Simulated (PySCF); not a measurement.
Input

```
{"job": {"kind": "inter", "xc": "wB97M-D3(BJ)", "basis": "def2-SVPD", "pairs": false}, "charge": 0, "multiplicity": 1, "parts": [{"atoms": "0-4", "charge": 0, "multiplicity": 1}, {"atoms": "5-7", "charge": 0, "multiplicity": 1}]}
F      1.503672    -0.008942    -0.848599
Si     0.226247    -0.427085     0.037822
F     -0.463294     1.023845     0.219872
F     -0.999174    -1.232254    -0.625210
F      0.543643    -0.790666     1.577151
O      1.146218    -2.347914    -0.300518
H      2.081051    -2.364233    -0.067912
H      0.719267    -3.074600     0.166411
```

Launched as:

```sh
OMP_NUM_THREADS=1 python cluster_run.py task.json out
```

Geometry: PBE0-D3(BJ)/def2-SVPD.

Level of theory: wB97M-D3(BJ)/def2-SVPD, SCF density, gas phase in PySCF.

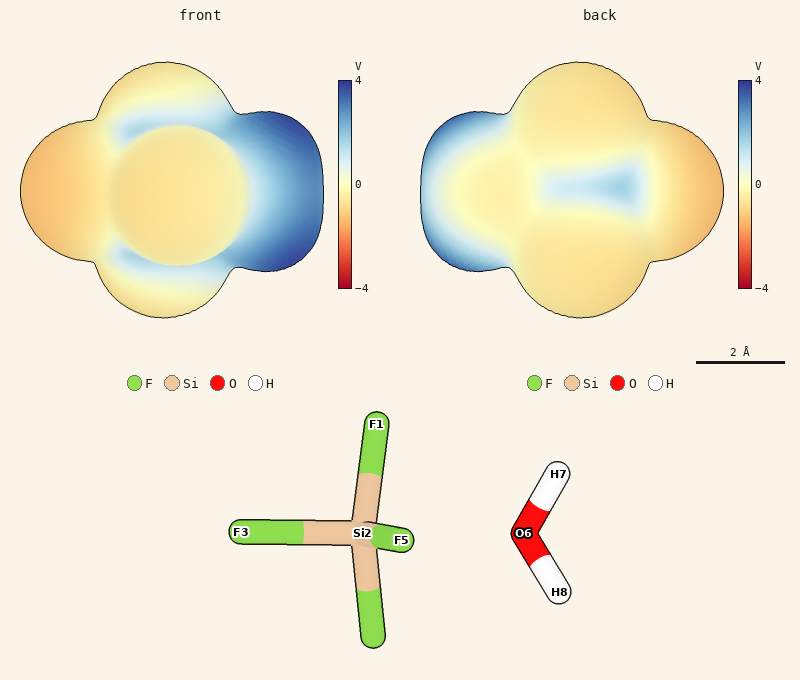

SiF4···H2O. The electrostatic potential painted on the density surface at 0.002 e/bohr³, seen from the front and from behind; the colour scale runs from red (negative) to blue (positive). The bare structure is drawn below in the same view.

### Where is the surface potential most negative and most positive?

The most negative region (about −1.2 V) lies over F3, the most positive (about +3.6 V) over H7 and H8.
